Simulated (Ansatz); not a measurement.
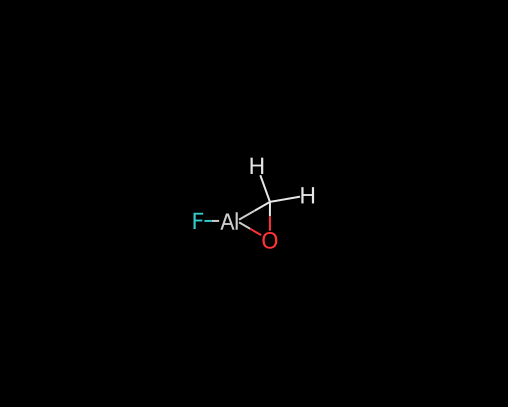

2D structure.

Transcribe the drawing into SMILES.

Answer. [F][Al]1[CH2][O]1

Give the formula, hydrogens included.

Answer. CH2AlFO.

An optimisation with PBE0-D4/def2-TZVP gave a structure of which point group?

Answer. Cs.

The parts below concern this one geometry. Atoms keep their numbers from picture to picture. The geometry was computed by an optimisation with PBE0-D4/def2-TZVP.

**Geometry**

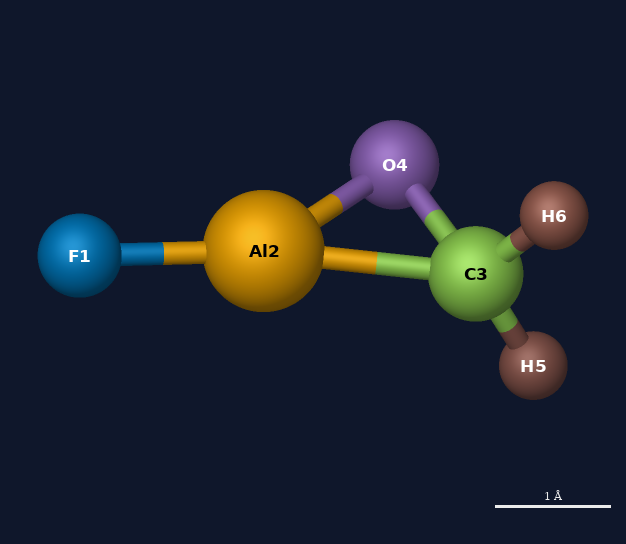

Numbered structure.

Which atoms are bonded, and how long are the bonds?

| bond | length (Å) |
| --- | --- |
| F1–Al2 | 1.634 |
| Al2–C3 | 1.867 |
| Al2–O4 | 1.690 |
| C3–O4 | 1.507 |
| C3–H5 | 1.090 |
| C3–H6 | 1.090 |

**Electronic properties**

Properties computed with RKS ωB97M-V/def2-TZVPP (Ansatz 0.2.0).

What is the vertical ionisation energy?

Answer. 9.39 eV.

Give the HOMO energy (Kohn–Sham orbital) at this level.

Answer. −9.20 eV.

Give the HOMO–LUMO gap at this level.

Answer. 9.26 eV.

What is the dipole moment?

Answer. 1.85 D.

**Thermal motion**

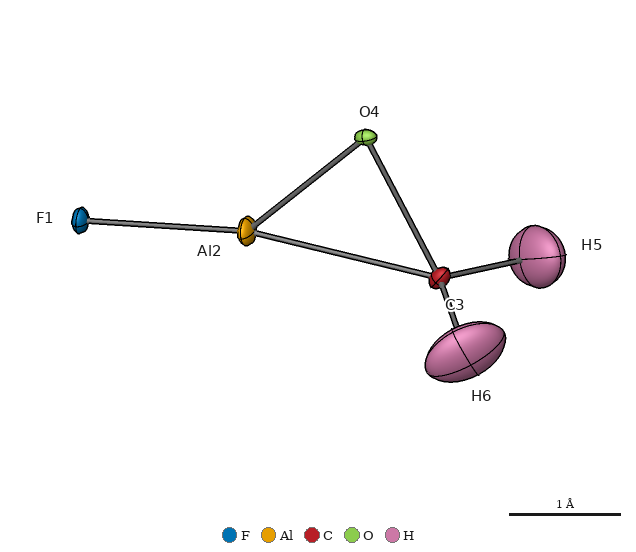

Displacement ellipsoids at the 50 % level, enlarged 1.5 times, from the internal vibrations of the free molecule (harmonic, no overall translation or rotation; no half-axis is drawn under 0.075 Å). Vibrations computed with RKS PBE0-D4/def2-TZVP (Ansatz 0.2.0). Temperature: 298 K.

Which atom moves most?

Answer. H5, H6, with U_eq = 0.0167 Å².

Does H6 move more along its bond or across it?

Answer. Across it: the root-mean-square amplitude is 0.081 Å along the bond and up to 0.169 Å across, since bending and torsion are softer than stretching.

Give the displacement parameters, one line for each set of equivalent atoms.

| atom | U_eq (Å²) | rms amplitudes (Å) |
| --- | --- | --- |
| F1 | 0.0021 | 0.032, 0.050, 0.054 |
| Al2 | 0.0026 | 0.021, 0.056, 0.065 |
| C3 | 0.0020 | 0.036, 0.041, 0.056 |
| O4 | 0.0011 | 0.016, 0.030, 0.047 |
| H5, H6 | 0.0167 | 0.081, 0.122, 0.169 |

**Charges**

The questions are on Mulliken charges. Properties computed with RKS PBE0-D4/def2-TZVP (Ansatz 0.2.0).

Which atom carries the highest charge (most positive or least negative)?

Answer. Al2 (0.61 e).

And the lowest?

Answer. O4 (−0.37 e).

List the Mulliken charges.

| atom | value (e) |
| --- | --- |
| F1 | −0.29 |
| Al2 | 0.61 |
| C3 | −0.20 |
| O4 | −0.37 |
| H5 | 0.13 |
| H6 | 0.13 |

Mulliken values depend strongly on the basis set and can even reverse the polarity of a bond.
